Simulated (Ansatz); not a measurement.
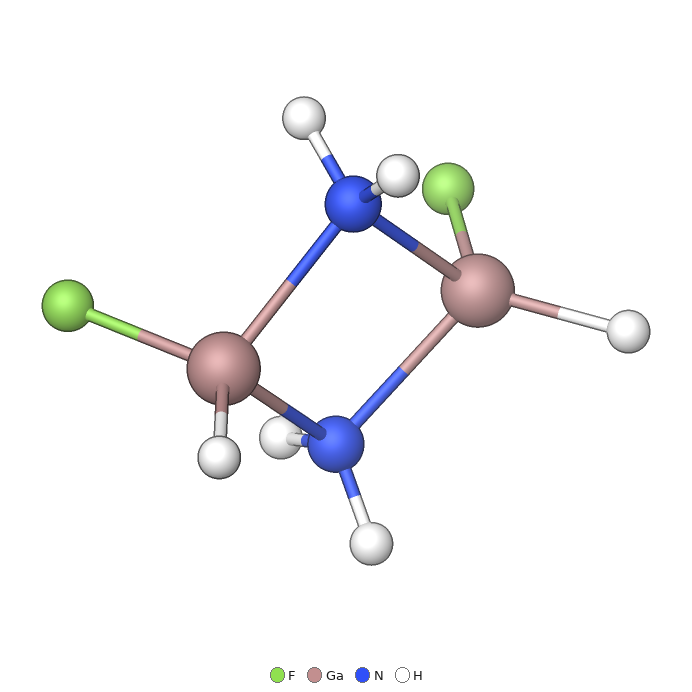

Computed geometry: PBE0-D4/def2-TZVP optimisation.

Give the structural formula.

SMILES: [F][Ga@H-]1[NH2+][Ga@@H-]([F])[NH2+]1

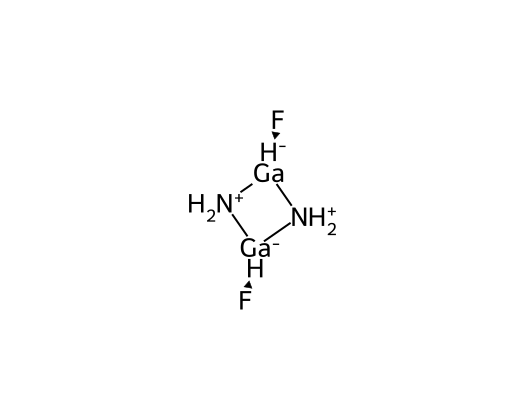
